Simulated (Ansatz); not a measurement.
Start from SiO$_{2}$ (space group P3_121, No. 152; a = 5.022 Å, c = 5.510 Å). Axes: x lies along a and z along c of the hexagonal cell.

Modification: tensile biaxial strain of 0.68 % in the plane normal to [001], as in epitaxy on a mismatched substrate; the out-of-plane cell vector and the atoms relax.

All numbers come from PBE in Ansatz (plane waves to 420 eV, PAW, no SOC).

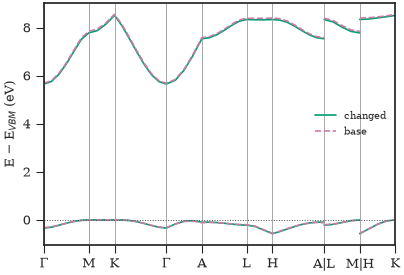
Fig. 1. Highest valence and lowest conduction band along the path, each from its own valence-band maximum

The gap is 5.65 eV, indirect, K → Γ; the base has 5.68 eV.

Whether these cells are dynamically stable was not tested.

Ansatz is a quantum-chemistry and plane-wave program.
